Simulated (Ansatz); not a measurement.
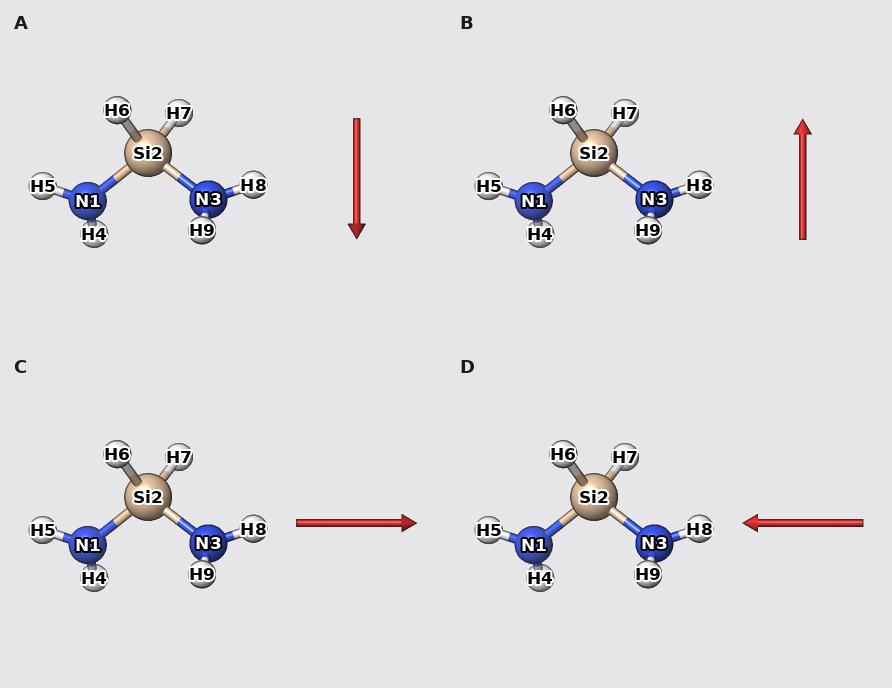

The same molecule four times, each with an arrow. Computed geometry: PBE0-D4/def2-TZVP optimisation. Properties computed with RKS PBE-D4/def2-TZVPP (Ansatz 0.2.0).

Which arrow points along the dipole moment, from the negative to the positive end?

A. The dipole moment is 0.83 D; it points from the side of H6, H7 to the side of H4, H9 (the outermost atoms at the two ends).
